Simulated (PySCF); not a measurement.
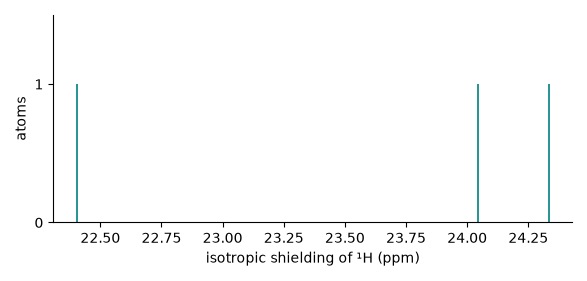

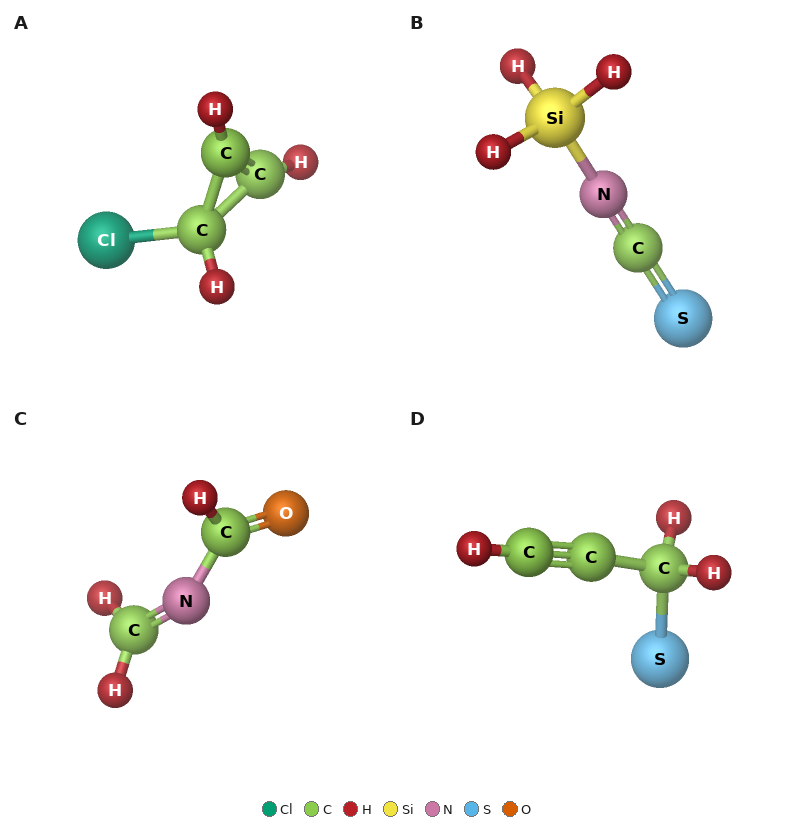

The sticks are computed shieldings of one of the molecules, for one fixed geometry (GFN2-xTB) without averaging over rotations. Low shielding means a high chemical shift. Method: GIAO PBE0/pcSseg-1 NMR shielding, non-relativistic, gas phase (PySCF 2.14.0).

**Match the spectrum to a structure.**

C, `C=NC=O`. Its 3 H atoms give lines at 22.40, 24.04, 24.33 ppm.
